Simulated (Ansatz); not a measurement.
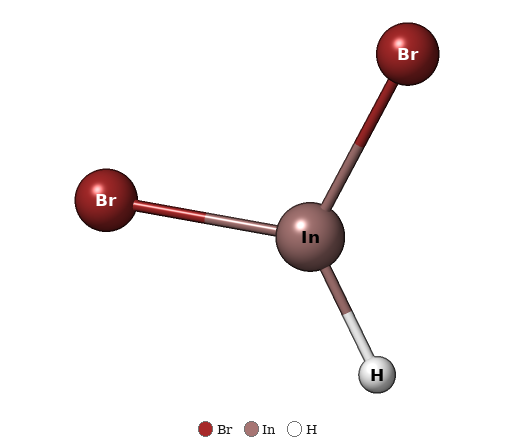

Harmonic vibrations computed with RKS PBE0-D4/def2-TZVP, core potentials on In (Ansatz 0.2.0) at a stationary point of the same level.

Q: Minimum or transition state?

A: A minimum: no imaginary frequency, and the lowest mode lies at 69 cm⁻¹.

Q: How many vibrational modes are there, and where do they lie?

A: 6 modes: 69, 246, 267, 366, 461, 1894 cm⁻¹.
